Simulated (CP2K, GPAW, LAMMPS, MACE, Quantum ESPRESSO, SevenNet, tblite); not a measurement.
# Amorphous Ge (66 atoms): other programs against plane waves

One geometry of amorphous Ge (66 atoms) is solved by several programs and methods. How far do their forces lie from a plane-wave PBE run?

Results are calculated, not measured.

## 1. The cell

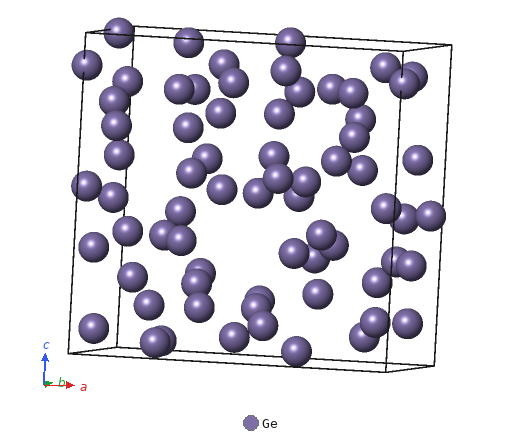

The cell (germanium purple). Some periodic images of atoms are drawn too.

The cell holds 66 atoms (66 Ge), with edges of 11.53, 11.53 and 11.53 Å. Recipe: 66 atoms (66 Ge) placed at random at 5.19 g/cm³, melted at 3500 K for 10 ps at fixed volume with the Tersoff potential (Tersoff, Phys. Rev. B 39, 5566 (1989)). Quenched from 3500 K to 300 K at 5 K/ps and fixed volume, held 5 ps, then minimised at fixed cell. The density is 5.19 g/cm³.

## 2. The reference input

Quantum ESPRESSO 7.5: Kohn-Sham DFT, PBE, SSSP efficiency 1.3.0 pseudopotentials, plane waves. Its input, pw.in:

```
&control
  calculation = 'scf'
  pseudo_dir = './pseudo'
  outdir = './tmp'
  disk_io = 'none'
  tprnfor = .true.
  tstress = .true.
/
&system
  ibrav = 0
  nat = 66
  ntyp = 1
  ecutwfc = 45
  ecutrho = 360
  nosym = .true.
  occupations = 'smearing'
  smearing = 'fd'
  degauss = 0.003675
/
&electrons
  conv_thr = 3.3e-07
  electron_maxstep = 100
  mixing_beta = 0.2
  mixing_mode = 'local-TF'
  diagonalization = 'david'
/
ATOMIC_SPECIES
Ge 72.630 Ge.upf
CELL_PARAMETERS angstrom
11.53150 0.00000 0.00000
0.00000 11.53150 0.00000
0.00000 0.00000 11.53150
ATOMIC_POSITIONS crystal
Ge 0.06032 0.43496 0.61395
Ge 0.96997 0.62348 0.64661
Ge 0.00339 0.04159 0.89803
Ge 0.22273 0.39204 0.37434
[... 60 atom lines left out ...]
Ge 0.09796 0.09685 0.71398
Ge 0.55863 0.56870 0.98967
K_POINTS gamma
```

```console
$ OMP_NUM_THREADS=1 pw.x -in pw.in > output.txt
```

The job ended after 15 min (1 thread of Arm Neoverse V1, shared host; peak memory 4.3 GiB).

It converged with an r.m.s. force component of 0.22 eV/Å and a pressure of 2.9 GPa.

## 3. The other programs

- CP2K 2026.2: Gaussian basis with GTH pseudopotentials and a plane-wave density; labels give functional, basis (MOLOPT sets; SR short-range, UZH the newer set with its own potentials), grid cutoff/relative cutoff and solver (OT: orbital transformation; TRS4, TC2, SIGN: linear-scaling purification with its sparsity filter), or its built-in tight binding.
- GPAW 26.7.0: PAW with atomic orbitals (LCAO), plane waves or a real-space grid of spacing h.
- MACE: machine-learned potential, published weights.
- Quantum ESPRESSO 7.5: plane waves; labels (QE) give functional, pseudopotential set and cutoffs of waves/density.
- SevenNet: machine-learned potential, published weights.
- tblite 0.8.0: extended tight binding, driven from Python.

All use the same cell and atoms, and the electronic-structure runs the same k-mesh.

## 4. Side by side

Differences are against the reference: forces as r.m.s. over components, share as that over the reference's r.m.s. force, slope as the fitted ratio of a run's forces to the reference's.

| run | Δ force, r.m.s. (meV/Å) | share (%) | slope | Δ pressure (GPa) | cores | CPU time | memory (GiB) |
| --- | --- | --- | --- | --- | --- | --- | --- |
| reference | - | - | - | - | 1 | 15 min | 4.3 |
| CP2K PBE, DZVP-MOLOPT (SR for Ge), 350/50 Ry, diagonalisation | 25.1 | 11.2 | 1.019 | 1.08 | 2 | 1.8 min | 2.2 |
| CP2K PBE, DZVP-UZH, 122/50 Ry, diagonalisation (coarse) | 29.5 | 13.2 | 1.019 | 0.826 | 2 | 99 s | 0.78 |
| CP2K PBE, DZVP-UZH, 350/20 Ry, diagonalisation (coarse) | 31.6 | 14.1 | 1.017 | 0.906 | 2 | 1.7 min | 2.2 |
| CP2K PBE, DZVP-UZH, 350/50 Ry, diagonalisation | 29.6 | 13.2 | 1.019 | 0.826 | 2 | 2.5 min | 2.2 |
| CP2K PBE, DZVP-UZH, 489/50 Ry, diagonalisation | 29.6 | 13.2 | 1.019 | 0.826 | 4 | 3.6 min | 4.9 |
| CP2K PBE, TZV2P-UZH, 350/50 Ry, diagonalisation | 14.5 | 6.46 | 1.022 | 0.672 | 4 | 7.8 min | 5.0 |
| CP2K TPSS, PBE potentials, DZVP-UZH, 350/50 Ry, diagonalisation | 39.6 | 17.7 | 1.052 | 1.02 | 4 | 7.2 min | 3.6 |
| GPAW PBE, LCAO dzp, h 0.2 Å | 42.8 | 19.1 | 1.089 | - | 1 | 3.5 min | 1.3 |
| GPAW PBE, LCAO dzp, h 0.2 Å, other mixer settings | 42.9 | 19.1 | 1.088 | - | 1 | 4.3 min | 1.3 |
| GPAW PBE, LCAO sz(dzp), h 0.2 Å (coarse) | 133 | 59.2 | 1.288 | - | 1 | 61 s | 1.0 |
| GPAW PBE, LCAO szp(dzp), h 0.2 Å (coarse) | 114 | 50.9 | 1.244 | - | 1 | 2.7 min | 1.3 |
| MACE MP-0b3 medium potential | 182 | 81.2 | 0.408 | -1.52 | 1 | 9.1 s | 0.78 |
| MACE MPA-0 medium potential | 158 | 70.4 | 0.584 | -0.409 | 1 | 8.4 s | 0.79 |
| QE PBE+D3(BJ), sssp-1.3.0-efficiency, 45/360 Ry | 9.29 | 4.14 | 0.996 | -1.96 | 1 | 15 min | 4.3 |
| SevenNet 0 potential | 192 | 85.6 | 0.374 | -0.634 | 1 | 8.6 s | 0.7 |
| tblite GFN1-xTB | 106 | 47.3 | 0.755 | 1.33 | 1 | 7.1 s | 0.14 |

Rows marked coarse were listed beforehand as settings not expected to be converged; some can still land near the reference.

Times of the machine-learned potentials are mostly Python's start and the loading of weights.

CPU time is summed over cores on shared hosts, so it is rough.

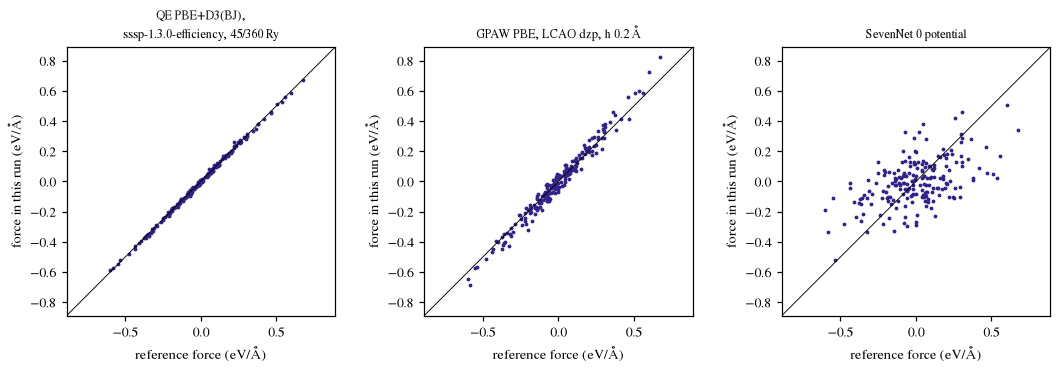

Force components against those of the reference; the line marks equality.

## 5. What came out

Forces lie from 4.1 % (QE PBE+D3(BJ), sssp-1.3.0-efficiency, 45/360 Ry) to 86 % (SevenNet 0 potential) of the reference's r.m.s. force of 0.22 eV/Å away from it. The PBE runs in local orbitals, coarse settings apart, differ by 6.5 % (CP2K PBE, TZV2P-UZH, 350/50 Ry, diagonalisation) to 19 % (GPAW PBE, LCAO dzp, h 0.2 Å, other mixer settings); basis, grid and potentials can all enter. Tight binding differs by 47 % (tblite GFN1-xTB); it is another model, with fitted parameters of its own, and the xTB methods hold dispersion. Machine-learned potentials differ by 70 % (MACE MPA-0 medium potential) to 86 % (SevenNet 0 potential); they were trained on other programs' data. Among those trained on PBE data the slope goes as low as 0.37, with a correlation of 0.54, so directions differ as well as sizes.

In the reference's own program, potentials and cutoffs, a change of model alone moves forces by 4.1 % (QE PBE+D3(BJ), sssp-1.3.0-efficiency, 45/360 Ry). Other rows with another functional or a dispersion term differ by 18 % (CP2K TPSS, PBE potentials, DZVP-UZH, 350/50 Ry, diagonalisation), which mixes the change of model with differences of basis and potentials, some of them made for another functional. Runs with settings chosen to be coarse differ by 13 % (CP2K PBE, DZVP-UZH, 122/50 Ry, diagonalisation) to 59 % (GPAW PBE, LCAO sz(dzp), h 0.2 Å), their programs' other errors included. From CP2K PBE, DZVP-UZH, 122/50 Ry, diagonalisation to the finer CP2K PBE, DZVP-UZH, 489/50 Ry, diagonalisation the share goes from 13.2 to 13.2 %, so the grid isn't what parts these runs from the reference. Pressures at PBE, coarse settings apart, lie +0.67 to +1.08 GPa from the reference's.

Caveats: Periodic xTB results under one method name differ between programs and library versions. The potentials hold different valence shells: 924 electrons in the reference, 264 in CP2K with TZV2P-UZH and 264 in GPAW; this bears on time and differences. GPAW's setups keep the filled d shell of Ge in the core. The reference's pressure holds the uncorrected Pulay stress of its 45 Ry basis, so small pressure differences may be the reference's own error. Machine-learned potentials mimic data converged in k, so the reference's own k-point error enters their differences. The quench rate of 5 K/ps is many orders above laboratory rates, so the cell is likely richer in defects and strain than a real sample. The network of bonds at the start is that of the classical potential that made the cell, and needn't be the one that DFT or experiment would give. The electronic-structure runs sample only Γ, in a cell whose shortest periodic width is 12 Å, which is coarse for a cell with partly filled levels. The reference's pressure of 2.9 GPa reflects the volume that the recipe set, positions that aren't this level's minimum and the basis. Spin–orbit coupling is left out. Where levels are smeared, the DFT runs use Fermi–Dirac occupations at 580 K (0.05 eV), and energies are free energies. The reference's cutoffs and mesh weren't converged further here.

[Logs are printed without paths, hosts, clocks, repeated set-up lines and the standing remarks that a program may print on its own settings, such as how far it seeks lower states.]

[Hosts, paths, dates, database ids (printed as entryN), source tags and the programs' standing remarks are cut or masked in the printed files.]

[Cells were taken only where this reference lay near another plane-wave run.]
